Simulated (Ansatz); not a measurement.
**C2H5NSi: rotation by 120° about the C3–Si4 bond**

How high is the barrier for the rotation by 120° about the C3–Si4 bond? Relax the two ends, then run a nudged elastic band between them. SMILES of the start: N=C=C[SiH3].

Method: RKS PBE/6-31G*, in Ansatz 0.2.0.

## 1. Starting point

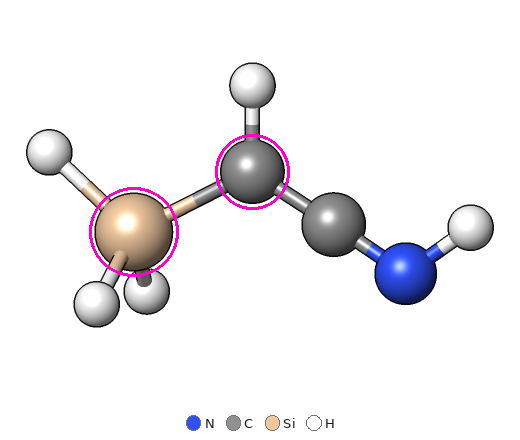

Start, viewed from a chosen angle; nitrogen blue, carbon grey, silicon light orange, hydrogen white. Ringed: C3, Si4.

Coordinates:

```xyz
9

N     0.3234    0.5550   -2.2697
C     0.2848    0.5656   -1.1125
C     0.2744    0.5416    0.1671
Si   -0.3790   -0.8312    1.0562
H     0.7427    1.4311   -2.6650
H     0.7701    1.3450    0.7536
H    -1.8802   -0.9286    0.7788
H     0.2423   -2.1111    0.7115
H    -0.2901   -0.6138    2.5629
```

## 2. Relaxing end A

input.yaml reads:

```yaml
crystal:
  periodic: [false, false, false]
  atoms:
    - { symbol: "N", position_ang: [0.3234, 0.555, -2.2697] }
    - { symbol: C, position_ang: [0.2848, 0.5656, -1.1125] }
    - { symbol: C, position_ang: [0.2744, 0.5416, 0.1671] }
    - { symbol: Si, position_ang: [-0.379, -0.8312, 1.0562] }
    - { symbol: H, position_ang: [0.7427, 1.4311, -2.665] }
    - { symbol: H, position_ang: [0.7701, 1.345, 0.7536] }
    - { symbol: H, position_ang: [-1.8802, -0.9286, 0.7788] }
    - { symbol: H, position_ang: [0.2423, -2.1111, 0.7115] }
    - { symbol: H, position_ang: [-0.2901, -0.6138, 2.5629] }
basis:
  gaussian: { orbitals: "6-31G*" }
hamiltonian:
  xc: pbe
relax:
  f_tol: 0.015
  max_steps: 40
```

Command:

```sh
> ansatz run input.yaml --threads 1 --pin off --max-ram 2048MiB --backend cpu --events-out ev --progress --plain --runs-dir out
```

What it wrote, shortened:

```text
Warning: RAYON_NUM_THREADS=1 ignored (pool sized by the plan → 1); use --threads N
[...]
Functional definition: PBE
[...]
932 factors; their error is unknown
[...]
mean field -11510.79115240 eV, -423.0137725562 hartree, gradient 1.4e-5 eV, S^2 0.000000; 0 other end points of the search recorded, 0 dependent functions left out
[...]
reference -11510.79118499 eV, -423.0137737539 hartree; 19, 19 occupied and 55, 55 virtual orbitals, 932 factors
relax step   1: F+E_penalty+E_count = -11510.79115240 eV  Δ(F+E_penalty+E_count) = +0.000e0 eV  max|allowed force component| = 7.710e0 eV/Å  Δτ_max = 0.0000 Å  (28 SCF iters, accepted)
[...]
relax step   4: F+E_penalty+E_count = -11512.10858674 eV  Δ(F+E_penalty+E_count) = -1.678e-1 eV  max|allowed force component| = 1.938e0 eV/Å  Δτ_max = 0.1950 Å  (30 SCF iters, accepted)
[...]
relax step   7: F+E_penalty+E_count = -11512.29797368 eV  Δ(F+E_penalty+E_count) = -5.062e-2 eV  max|allowed force component| = 1.876e-1 eV/Å  Δτ_max = 0.1000 Å  (30 SCF iters, accepted)
[...]
relax step  10: F+E_penalty+E_count = -11512.31386193 eV  Δ(F+E_penalty+E_count) = -5.182e-3 eV  max|allowed force component| = 6.900e-2 eV/Å  Δτ_max = 0.0750 Å  (29 SCF iters, accepted)
[...]
relax step  12: F+E_penalty+E_count = -11512.32116586 eV  Δ(F+E_penalty+E_count) = -2.521e-3 eV  max|allowed force component| = 3.381e-1 eV/Å  Δτ_max = 0.1098 Å  (29 SCF iters, accepted)
[...]
relax step  13: F+E_penalty+E_count = -11512.32463006 eV  Δ(F+E_penalty+E_count) = -3.464e-3 eV  max|allowed force component| = 2.308e-1 eV/Å  Δτ_max = 0.0181 Å  (31 SCF iters, accepted)
[...]
932 factors; their error is unknown
```

## 3. The log goes on: end point A relaxed

The log, continued:

```text
mean field -11512.32882205 eV, -423.0702808735 hartree, gradient 2.4e-5 eV, S^2 0.000000; 0 other end points of the search recorded, 0 dependent functions left out
the calculation of the forces begins
reference -11512.32885399 eV, -423.0702820472 hartree; 19, 19 occupied and 55, 55 virtual orbitals, 932 factors
relax step  14: F+E_penalty+E_count = -11512.32882205 eV  Δ(F+E_penalty+E_count) = -4.192e-3 eV  max|allowed force component| = 3.395e-1 eV/Å  Δτ_max = 0.1139 Å  (27 SCF iters, accepted)
these checks for a lower state are left out or cut short: starts, cluster_reference, orbital_swaps, neighbouring_geometries, increment
932 factors; their error is unknown
mean field -11512.33133700 eV, -423.0703732963 hartree, gradient 2.5e-5 eV, S^2 0.000000; 0 other end points of the search recorded, 0 dependent functions left out
the calculation of the forces begins
reference -11512.33136875 eV, -423.0703744631 hartree; 19, 19 occupied and 55, 55 virtual orbitals, 932 factors
relax step  15: F+E_penalty+E_count = -11512.33133700 eV  Δ(F+E_penalty+E_count) = -2.515e-3 eV  max|allowed force component| = 3.951e-1 eV/Å  Δτ_max = 0.1150 Å  (29 SCF iters, accepted)
these checks for a lower state are left out or cut short: starts, cluster_reference, orbital_swaps, neighbouring_geometries, increment
932 factors; their error is unknown
mean field -11512.32693881 eV, -423.0702116659 hartree, gradient 2.0e-5 eV, S^2 0.000000; 0 other end points of the search recorded, 0 dependent functions left out
the calculation of the forces begins
reference -11512.32697056 eV, -423.0702128326 hartree; 19, 19 occupied and 55, 55 virtual orbitals, 932 factors
relax step  16: F+E_penalty+E_count = -11512.32693881 eV  Δ(F+E_penalty+E_count) = +4.398e-3 eV  max|allowed force component| = 3.826e-1 eV/Å  Δτ_max = 0.1172 Å  (29 SCF iters, rejected (line search))
these checks for a lower state are left out or cut short: starts, cluster_reference, orbital_swaps, neighbouring_geometries, increment
932 factors; their error is unknown
mean field evaluation 128: about -11512.4072 eV, gradient 2.2e-2 eV
mean field -11512.33831148 eV, -423.0706296039 hartree, gradient 2.5e-5 eV, S^2 0.000000; 0 other end points of the search recorded, 0 dependent functions left out
the calculation of the forces begins
reference -11512.33834325 eV, -423.0706307712 hartree; 19, 19 occupied and 55, 55 virtual orbitals, 932 factors
relax step  17: F+E_penalty+E_count = -11512.33831148 eV  Δ(F+E_penalty+E_count) = -6.974e-3 eV  max|allowed force component| = 1.573e-1 eV/Å  Δτ_max = 0.0534 Å  (30 SCF iters, accepted)
these checks for a lower state are left out or cut short: starts, cluster_reference, orbital_swaps, neighbouring_geometries, increment
932 factors; their error is unknown
mean field -11512.33922156 eV, -423.0706630486 hartree, gradient 2.4e-5 eV, S^2 0.000000; 0 other end points of the search recorded, 0 dependent functions left out
the calculation of the forces begins
reference -11512.33925331 eV, -423.0706642154 hartree; 19, 19 occupied and 55, 55 virtual orbitals, 932 factors
relax step  18: F+E_penalty+E_count = -11512.33922156 eV  Δ(F+E_penalty+E_count) = -9.101e-4 eV  max|allowed force component| = 1.150e-1 eV/Å  Δτ_max = 0.0811 Å  (30 SCF iters, accepted)
these checks for a lower state are left out or cut short: starts, cluster_reference, orbital_swaps, neighbouring_geometries, increment
932 factors; their error is unknown
mean field -11512.34131983 eV, -423.0707401584 hartree, gradient 2.6e-5 eV, S^2 0.000000; 0 other end points of the search recorded, 0 dependent functions left out
the calculation of the forces begins
reference -11512.34135157 eV, -423.0707413248 hartree; 19, 19 occupied and 55, 55 virtual orbitals, 932 factors
relax step  19: F+E_penalty+E_count = -11512.34131983 eV  Δ(F+E_penalty+E_count) = -2.098e-3 eV  max|allowed force component| = 4.161e-2 eV/Å  Δτ_max = 0.0286 Å  (31 SCF iters, accepted)
these checks for a lower state are left out or cut short: starts, cluster_reference, orbital_swaps, neighbouring_geometries, increment
932 factors; their error is unknown
mean field -11512.34158972 eV, -423.0707500769 hartree, gradient 2.6e-5 eV, S^2 0.000000; 0 other end points of the search recorded, 0 dependent functions left out
the calculation of the forces begins
reference -11512.34162147 eV, -423.0707512436 hartree; 19, 19 occupied and 55, 55 virtual orbitals, 932 factors
relax step  20: F+E_penalty+E_count = -11512.34158972 eV  Δ(F+E_penalty+E_count) = -2.699e-4 eV  max|allowed force component| = 5.925e-2 eV/Å  Δτ_max = 0.0218 Å  (30 SCF iters, accepted)
these checks for a lower state are left out or cut short: starts, cluster_reference, orbital_swaps, neighbouring_geometries, increment
932 factors; their error is unknown
mean field evaluation 160: about -11512.3418 eV, gradient 2.6e-5 eV
mean field -11512.34179142 eV, -423.0707574893 hartree, gradient 2.6e-5 eV, S^2 0.000000; 0 other end points of the search recorded, 0 dependent functions left out
the calculation of the forces begins
reference -11512.34182317 eV, -423.0707586558 hartree; 19, 19 occupied and 55, 55 virtual orbitals, 932 factors
relax step  21: F+E_penalty+E_count = -11512.34179142 eV  Δ(F+E_penalty+E_count) = -2.017e-4 eV  max|allowed force component| = 3.218e-2 eV/Å  Δτ_max = 0.0130 Å  (31 SCF iters, accepted)
these checks for a lower state are left out or cut short: starts, cluster_reference, orbital_swaps, neighbouring_geometries, increment
932 factors; their error is unknown
mean field -11512.34193150 eV, -423.0707626368 hartree, gradient 2.6e-5 eV, S^2 0.000000; 0 other end points of the search recorded, 0 dependent functions left out
the calculation of the forces begins
reference -11512.34196324 eV, -423.0707638035 hartree; 19, 19 occupied and 55, 55 virtual orbitals, 932 factors
relax step  22: F+E_penalty+E_count = -11512.34193150 eV  Δ(F+E_penalty+E_count) = -1.401e-4 eV  max|allowed force component| = 2.402e-2 eV/Å  Δτ_max = 0.0108 Å  (31 SCF iters, accepted)
these checks for a lower state are left out or cut short: starts, cluster_reference, orbital_swaps, neighbouring_geometries, increment
932 factors; their error is unknown
mean field -11512.34201190 eV, -423.0707655915 hartree, gradient 2.6e-5 eV, S^2 0.000000; 0 other end points of the search recorded, 0 dependent functions left out
the calculation of the forces begins
reference -11512.34204365 eV, -423.0707667585 hartree; 19, 19 occupied and 55, 55 virtual orbitals, 932 factors
relax step  23: F+E_penalty+E_count = -11512.34201190 eV  Δ(F+E_penalty+E_count) = -8.040e-5 eV  max|allowed force component| = 1.497e-2 eV/Å  Δτ_max = 0.0147 Å  (29 SCF iters, accepted)
932 factors; their error is unknown
mean field evaluation 192: about -11512.3420 eV, gradient 3.5e-4 eV
mean field -11512.34201190 eV, -423.0707655915 hartree, gradient 3.3e-5 eV, S^2 0.000000; 1 other end points of the search recorded, 0 dependent functions left out
the calculation of the forces begins
reference -11512.34204365 eV, -423.0707667585 hartree; 19, 19 occupied and 55, 55 virtual orbitals, 932 factors
Total energy: -11512.34204365 eV, -423.0707667585 hartree
Atom 0 at     0.355160     0.865697    -2.294090 Å, force     0.003047    -0.009481    -0.006625 eV/Å
Atom 1 at     0.485933     0.675858    -1.080182 Å, force     0.005738     0.000916     0.011829 eV/Å
Atom 2 at     0.689796     0.336027     0.183667 Å, force     0.014967     0.013917    -0.001719 eV/Å
Atom 3 at    -0.446693    -0.843551     1.076400 Å, force    -0.008379    -0.007387     0.001311 eV/Å
Atom 4 at    -0.230709     1.662562    -2.579590 Å, force    -0.009017     0.008628    -0.004923 eV/Å
Atom 5 at     1.547953     0.783799     0.699698 Å, force    -0.007096    -0.006662    -0.000963 eV/Å
Atom 6 at    -1.538087    -1.266893     0.140425 Å, force     0.000117     0.000048     0.001632 eV/Å
Atom 7 at     0.290293    -2.062857     1.552682 Å, force     0.000315    -0.000278     0.000522 eV/Å
Atom 8 at    -1.065246    -0.197042     2.283890 Å, force     0.000309     0.000298    -0.001065 eV/Å
Dipole moment:    -0.078996     0.311855     0.056277 e Å
```

Run time: 56 s. Hardware: 1 thread of Arm Neoverse V1, shared host; peak memory 0.13 GiB.

The steps of the relaxation:

```csv
step,energy from step 1 (eV),largest force component (eV/Å)
1,0.0000,7.7097
2,-0.7313,1.4039
3,-1.1497,1.4370
4,-1.3174,1.9377
5,-1.4562,0.5070
6x,-1.4212,0.6632
7,-1.5068,0.1876
8,-1.5175,0.0934
9x,-1.5158,0.2474
10,-1.5227,0.0690
11,-1.5275,0.1006
12,-1.5300,0.3381
13,-1.5335,0.2308
14,-1.5377,0.3395
15,-1.5402,0.3951
16x,-1.5358,0.3826
17,-1.5472,0.1573
18,-1.5481,0.1150
19,-1.5502,0.0416
20,-1.5504,0.0593
21,-1.5506,0.0322
22,-1.5508,0.0240
23,-1.5509,0.0150
```

Step 1 is the start. 3 steps were tried and not accepted (marked x).

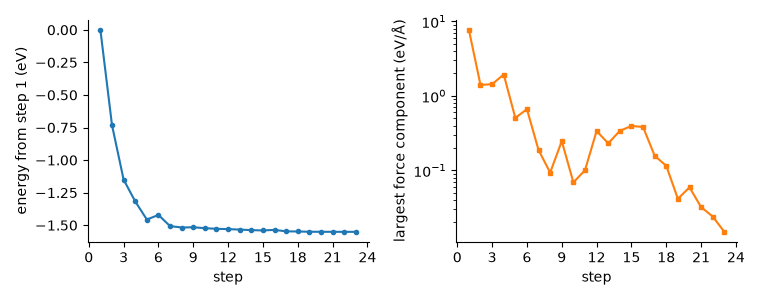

Energy and largest force along the relaxation.

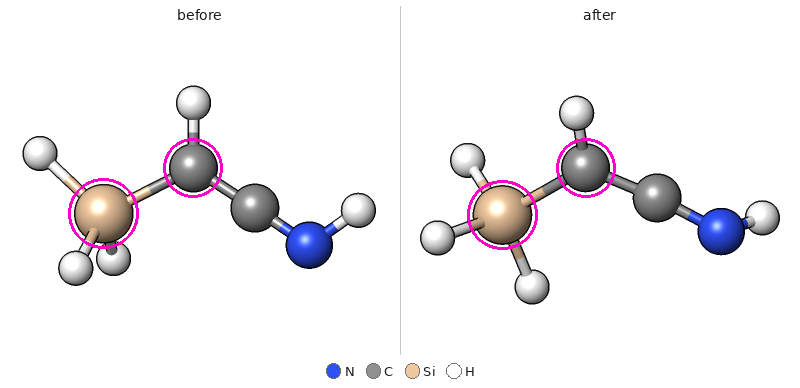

Before and after, at one scale.

After: Bond lengths: N1–C2 1.236 Å, C2–C3 1.325 Å, C3–Si4 1.865 Å, N1–H5 1.029 Å, C3–H6 1.097 Å, Si4–H7 1.499 Å, Si4–H8 1.502 Å, Si4–H9 1.503 Å. Angles: N1–C2–C3 173.3°, C2–N1–H5 116.8°, C2–C3–Si4 121.7°, C2–C3–H6 117.7°, Si4–C3–H6 120.6°, C3–Si4–H7 108.9°, C3–Si4–H8 111.5°, C3–Si4–H9 111.3°, H7–Si4–H8 109.0°, H7–Si4–H9 108.9°, H8–Si4–H9 107.2°.

## 4. Relaxing end B

The second end starts from a geometry with the move made by hand.

input.yaml: that of step 2 with these lines changed.

```diff
@@ -9,5 +9,5 @@
     - { symbol: H, position_ang: [0.7701, 1.345, 0.7536] }
-    - { symbol: H, position_ang: [-1.8802, -0.9286, 0.7788] }
-    - { symbol: H, position_ang: [0.2423, -2.1111, 0.7115] }
-    - { symbol: H, position_ang: [-0.2901, -0.6138, 2.5629] }
+    - { symbol: H, position_ang: [0.32719, -2.10409, 0.58602] }
+    - { symbol: H, position_ang: [-0.22748, -0.72382, 2.50826] }
+    - { symbol: H, position_ang: [-1.84615, -1.06955, 0.71567] }
 basis:
```

Command:

```sh
> ansatz run input.yaml --threads 1 --pin off --max-ram 2048MiB --backend cpu --events-out ev --progress --plain --runs-dir out
```

What it wrote, shortened:

```text
Warning: RAYON_NUM_THREADS=1 ignored (pool sized by the plan → 1); use --threads N
[...]
[... 1 set-up line as earlier in the session ...]
[...]
932 factors; their error is unknown
[...]
mean field -11510.78944923 eV, -423.0137099659 hartree, gradient 1.3e-5 eV, S^2 0.000000; 0 other end points of the search recorded, 0 dependent functions left out
[...]
reference -11510.78948175 eV, -423.0137111611 hartree; 19, 19 occupied and 55, 55 virtual orbitals, 932 factors
relax step   1: F+E_penalty+E_count = -11510.78944923 eV  Δ(F+E_penalty+E_count) = +0.000e0 eV  max|allowed force component| = 7.686e0 eV/Å  Δτ_max = 0.0000 Å  (27 SCF iters, accepted)
[...]
relax step   4: F+E_penalty+E_count = -11512.11269082 eV  Δ(F+E_penalty+E_count) = -1.758e-1 eV  max|allowed force component| = 1.830e0 eV/Å  Δτ_max = 0.1950 Å  (30 SCF iters, accepted)
[...]
relax step   7: F+E_penalty+E_count = -11512.27488162 eV  Δ(F+E_penalty+E_count) = -3.540e-2 eV  max|allowed force component| = 4.040e-1 eV/Å  Δτ_max = 0.1998 Å  (28 SCF iters, accepted)
[...]
relax step  10: F+E_penalty+E_count = -11512.30836886 eV  Δ(F+E_penalty+E_count) = -8.343e-3 eV  max|allowed force component| = 7.485e-2 eV/Å  Δτ_max = 0.1000 Å  (29 SCF iters, accepted)
[...]
relax step  13: F+E_penalty+E_count = -11512.31706942 eV  Δ(F+E_penalty+E_count) = -3.178e-3 eV  max|allowed force component| = 1.384e-1 eV/Å  Δτ_max = 0.0124 Å  (33 SCF iters, accepted)
[...]
relax step  14: F+E_penalty+E_count = -11512.31641829 eV  Δ(F+E_penalty+E_count) = +6.511e-4 eV  max|allowed force component| = 3.953e-1 eV/Å  Δτ_max = 0.1072 Å  (29 SCF iters, rejected (line search))
[...]
relax step  15: F+E_penalty+E_count = -11512.32159606 eV  Δ(F+E_penalty+E_count) = -4.527e-3 eV  max|allowed force component| = 1.009e-1 eV/Å  Δτ_max = 0.0536 Å  (29 SCF iters, accepted)
[...]
932 factors; their error is unknown
mean field -11512.32701732 eV, -423.0702145508 hartree, gradient 2.4e-5 eV, S^2 0.000000; 0 other end points of the search recorded, 0 dependent functions left out
```

## 5. The log goes on: end point B relaxed

The log, continued, shortened:

```text
[...]
reference -11512.32704923 eV, -423.0702157238 hartree; 19, 19 occupied and 55, 55 virtual orbitals, 932 factors
relax step  16: F+E_penalty+E_count = -11512.32701732 eV  Δ(F+E_penalty+E_count) = -5.421e-3 eV  max|allowed force component| = 1.677e-1 eV/Å  Δτ_max = 0.0975 Å  (28 SCF iters, accepted)
[...]
relax step  18: F+E_penalty+E_count = -11512.33290333 eV  Δ(F+E_penalty+E_count) = -3.100e-3 eV  max|allowed force component| = 2.382e-1 eV/Å  Δτ_max = 0.0338 Å  (30 SCF iters, accepted)
[...]
relax step  20: F+E_penalty+E_count = -11512.33951512 eV  Δ(F+E_penalty+E_count) = -1.355e-3 eV  max|allowed force component| = 2.262e-1 eV/Å  Δτ_max = 0.0926 Å  (28 SCF iters, accepted)
[...]
relax step  22: F+E_penalty+E_count = -11512.34147372 eV  Δ(F+E_penalty+E_count) = -3.964e-4 eV  max|allowed force component| = 9.715e-2 eV/Å  Δτ_max = 0.0138 Å  (30 SCF iters, accepted)
[...]
Total energy: -11512.34203291 eV, -423.0707663638 hartree
Atom 0 at     0.357197     0.892165    -2.303483 Å, force    -0.011365    -0.003968     0.007743 eV/Å
Atom 1 at     0.489589     0.684891    -1.092296 Å, force    -0.000664     0.000847    -0.008678 eV/Å
Atom 2 at     0.698559     0.328244     0.165918 Å, force    -0.007081    -0.007292     0.006369 eV/Å
Atom 3 at    -0.403461    -0.905045     1.031151 Å, force     0.002295     0.003409     0.000414 eV/Å
Atom 4 at    -0.258296     1.671512    -2.576357 Å, force     0.007587     0.001598    -0.001775 eV/Å
Atom 5 at     1.538080     0.793046     0.695991 Å, force     0.007362     0.007625     0.006362 eV/Å
Atom 6 at     0.373653    -2.104762     1.494156 Å, force    -0.004847     0.001977    -0.003284 eV/Å
Atom 7 at    -1.052716    -0.300416     2.245109 Å, force     0.004647    -0.002908    -0.012661 eV/Å
Atom 8 at    -1.472645    -1.349996     0.079460 Å, force     0.002066    -0.001289     0.005512 eV/Å
Dipole moment:    -0.091427     0.306046     0.063139 e Å
```

It took 60 s on 1 thread of Arm Neoverse V1, shared host; peak memory 0.13 GiB.

The steps of the relaxation:

```csv
step,energy from step 1 (eV),largest force component (eV/Å)
1,0.0000,7.6858
2,-0.7274,1.4970
3,-1.1474,1.2437
4,-1.3232,1.8305
5,-1.4497,0.5692
6,-1.4500,0.6055
7,-1.4854,0.4040
8,-1.5106,0.1546
9x,-1.4181,1.1638
10,-1.5189,0.0749
11,-1.5225,0.1403
12,-1.5244,0.2244
13,-1.5276,0.1384
14x,-1.5270,0.3953
15,-1.5321,0.1009
16,-1.5376,0.1677
17,-1.5404,0.2636
18,-1.5435,0.2382
19,-1.5487,0.1339
20,-1.5501,0.2262
21,-1.5516,0.1355
22,-1.5520,0.0971
23x,-1.5520,0.1183
24,-1.5524,0.0315
25,-1.5526,0.0127
```

Step 1 is the start. 3 steps were tried and not accepted (marked x).

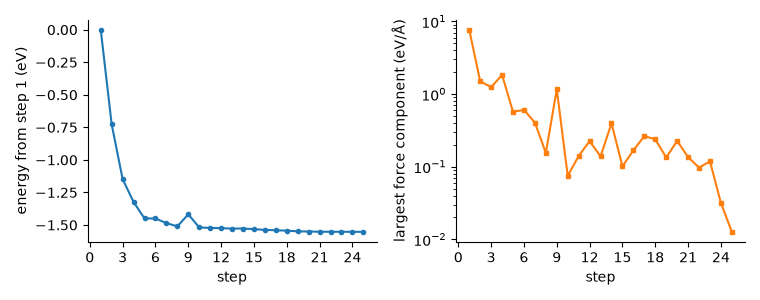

How energy and force went from step to step.

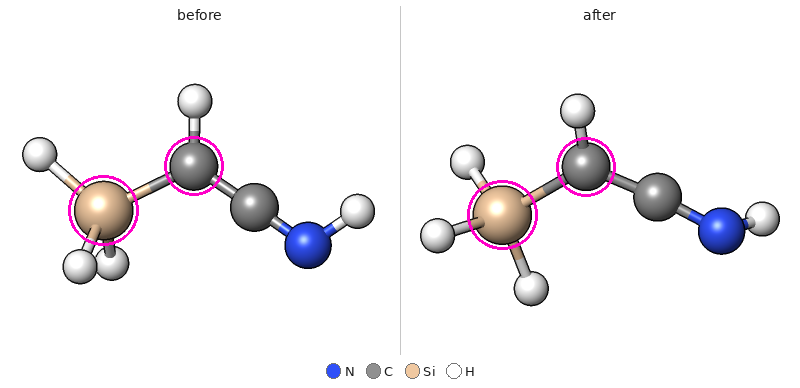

The structure before (left) and after (right), drawn at the same scale.

After: Bond lengths: N1–C2 1.236 Å, C2–C3 1.324 Å, C3–Si4 1.867 Å, N1–H5 1.030 Å, C3–H6 1.096 Å, Si4–H7 1.503 Å, Si4–H8 1.504 Å, Si4–H9 1.499 Å. Angles: N1–C2–C3 173.3°, C2–N1–H5 116.8°, C2–C3–Si4 121.7°, C2–C3–H6 117.8°, Si4–C3–H6 120.5°, C3–Si4–H7 111.4°, C3–Si4–H8 111.3°, C3–Si4–H9 108.8°, H7–Si4–H8 107.2°, H7–Si4–H9 109.1°, H8–Si4–H9 108.9°.

(Part 1 of 2 ends here.)
